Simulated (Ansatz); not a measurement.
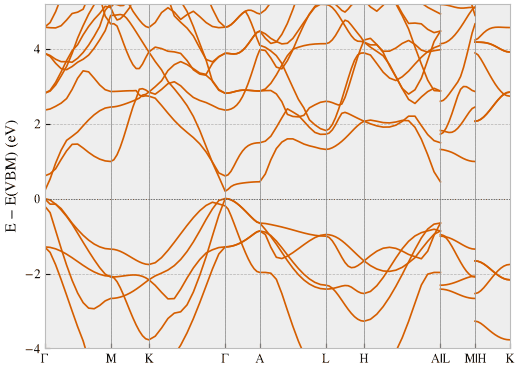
Figure. Band structure from PBEsol (plane waves, PAW; program Ansatz)

Problem. Read off the gap and where the band edges lie.

Solution. About 0.2 eV (0.19 eV by a search for the band edges); maximum at Γ, minimum at Γ.

The material is SrCd₂As₂ in space group P-3m1 (No. 164; Sr on 1a, Cd on 2d, As on 2d).

The workflow started from a Materials Project entry (that database holds measured and hypothetical structures alike); the Crystallography Open Database copy checked does not list it. Whether it is the stable phase at ambient conditions was not checked. The cell was relaxed with PBEsol under the symmetry of its start; its stability against distortions is not shown here. Spin–orbit coupling is left out wherever it is not named.

Potentials: the later of the program's two PAW sets.
